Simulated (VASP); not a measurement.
Band structure of SnTe (rock salt). All values below come from AM05 GGA, VASP's PBE PAW potentials (set 64) (plane waves; VASP).

Unless said otherwise, spin-orbit coupling is left out, though it shifts the bands of the heavy elements here.

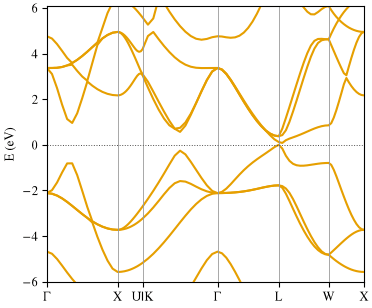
Figure: Bands along high-symmetry lines, zero at the valence-band maximum or, without a gap, the Fermi level

Question: Read the plot: is there a gap, and where are the band edges?

Answer: The gap is indirect, 0.08 eV, from the valence maximum at L to the conduction minimum at L-W at 0.07. (Edges off the drawn lines would not show.)

The compound is SnTe in the rock salt structure, which distorts at low temperature. It was relaxed first.
